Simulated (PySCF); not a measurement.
# C$_{4}$H$_{6}$F$_{3}$OSi (doublet): what the fields show

```xyz
15

C    -0.7472    1.7254   -0.1508
Si   -0.5415   -0.1508   -0.0117
C    -2.0319   -1.3087   -0.1001
C     1.1149   -0.9463    0.1420
O     1.2990   -2.1664    0.2181
C     2.2955    0.0234    0.1858
F     3.4870   -0.5540    0.2508
F     2.1993    0.8664    1.2422
F     2.2995    0.8316   -0.9015
H    -0.0257    2.2542    0.4674
H    -0.6071    2.0648   -1.1745
H    -1.7431    2.0253    0.1643
H    -2.7071   -1.1585    0.7390
H    -2.6022   -1.1564   -1.0133
H    -1.6940   -2.3419   -0.0796
```

Geometry: GFN2-xTB.

All numbers below come from UKS B3LYP, pcH-1 on C F H O Si, non-relativistic, mean-field spin-orbit, GIAO in PySCF 2.14.0, density-fitted response routines.

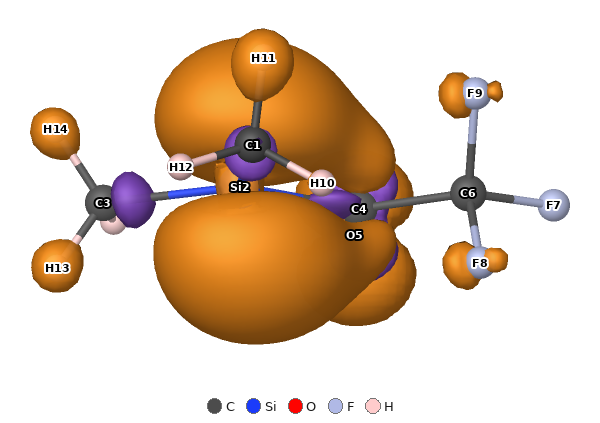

Figure 1. Isosurfaces of the spin density at +0.015 (orange) and −0.015 e/Å³ (purple), seen from one side.

Question: Which atoms carry the spin?

Answer: The unpaired spin (1 electron) lies mostly on Si2 (about 0.5), O5 (about 0.3) and C4 (about 0.1), in electrons by Hirshfeld's partition.

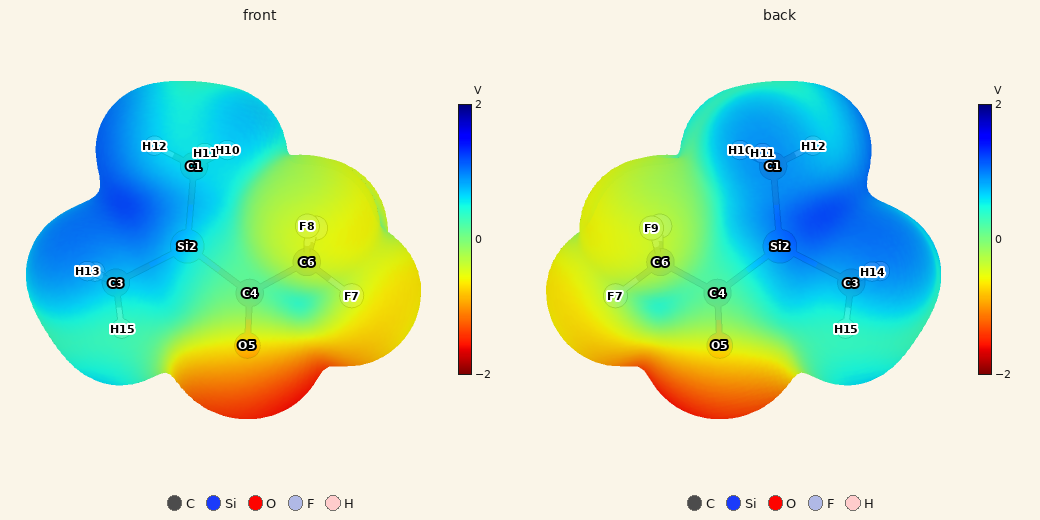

Figure 2. The molecular electrostatic potential painted on the density surface at 0.001 e/bohr³, seen from the front and from behind; the colour scale runs from red (negative) to blue (positive).

Question: Which sites attract a positive test charge, and which a negative one?

Answer: A positive charge is drawn to the negative regions and a negative charge to the positive ones. The most negative region (about −1.5 V, or −35 kcal/mol for a unit charge) lies over O5, the most positive (about +1.2 V, or +28 kcal/mol for a unit charge) over Si2. O5 is the likeliest acceptor of a hydrogen bond.

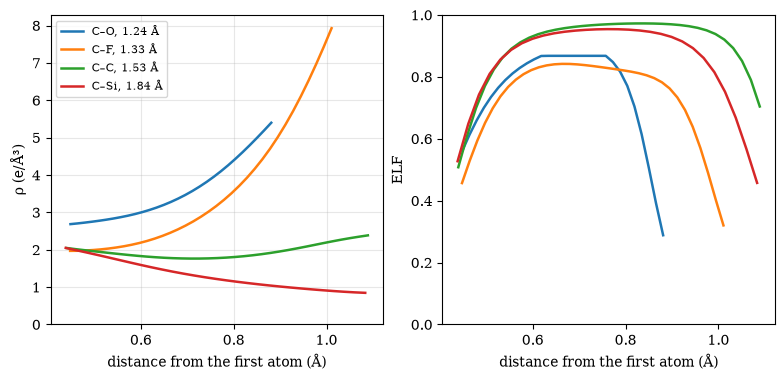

Figure 3. Total electron density and electron localisation function along straight lines between neighbouring atoms. The curves leave out the atomic cores.

Question: Compare the contacts.

Answer: C–O (1.24 Å): ρ at the midpoint is about 3.1 e/Å³; the ELF peaks at about 0.85 between the atoms: a polar covalent bond.
C–F (1.33 Å): ρ at the midpoint is about 2.5 e/Å³; the ELF peaks at about 0.85 between the atoms (a polar covalent bond).
C–C (1.53 Å): ρ is about 1.8 e/Å³ halfway; the ELF peaks at about 1 between the atoms: localised, covalent bonding.
C–Si (1.84 Å): ρ at the midpoint is about 0.99 e/Å³; the ELF peaks at about 0.95 between the atoms, as expected for localised, covalent bonding.
